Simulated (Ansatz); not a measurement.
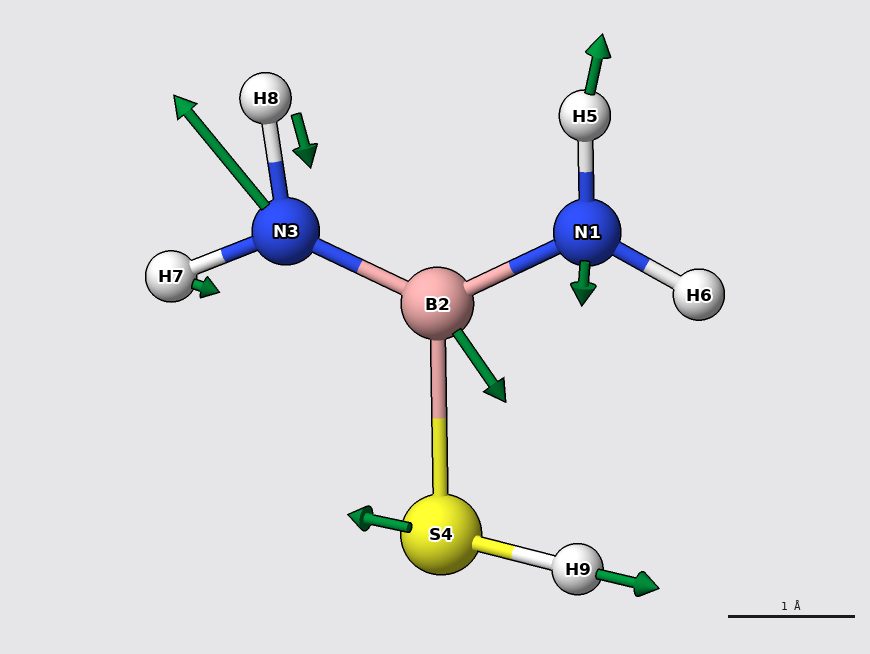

Arrows show the forces on the atoms, 0.2 Å of arrow for 1 eV/Å; forces under a tenth of the largest aren't drawn. Level of theory: PBE-D4/def2-TZVPP (Ansatz 0.2.0).

**On which atom is the force largest, and how large is it?**

On N3: 5.83 eV/Å.

**Along which bond is the force strongest?**

B2–N3, now 1.351 Å: the forces push its atoms apart, so a first step downhill lengthens it.

List the force components in the frame of the picture (x right, y up, z towards the viewer), in eV/Å.

```
atom     Fx     Fy     Fz
  N1  −0.13  −1.81  −0.59
  B2   2.00  −2.88   0.12
  N3  −3.70   4.50  −0.12
  S4  −2.50   0.53  −1.45
  H5   0.52   2.42   0.78
  H6  −0.35   0.37   0.03
  H7   1.09  −0.36   0.27
  H8   0.60  −2.19  −0.34
  H9   2.47  −0.59   1.31
```
